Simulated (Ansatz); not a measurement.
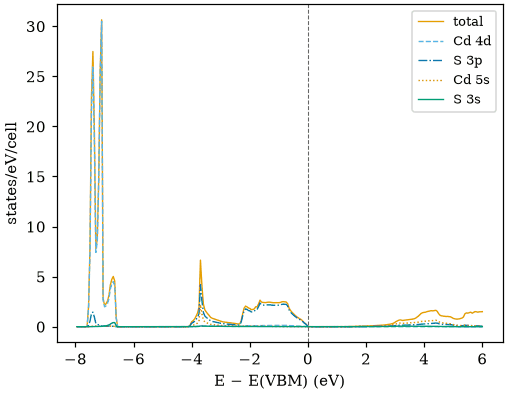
*Total and projected density of states of CdS (zinc blende, F-43m), DFT-PBE in the program Ansatz with PAW potentials*

Problem. Which orbitals carry the states next to the gap?

Solution. Top 1 eV of the valence band: S 3p 90 %, Cd 4d 6 %. Bottom 1 eV of the conduction band: Cd 5s 57 %, S 3p 21 %, S 3s 20 %. Projections are on Löwdin-orthogonalised atomic valence shells; empty p or d shells of many metals are not among them.

Problem. Where is the tallest occupied peak in this window, and what makes it?

Solution. Near -7.1 eV, about 31 states/eV per cell; the largest projected share is Cd 4d.

Symmetry was held in the PBE relaxation; phonons on a q-mesh show no instability. Spin–orbit coupling is left out wherever it is not named.

Potentials: the later of the program's two PAW sets.
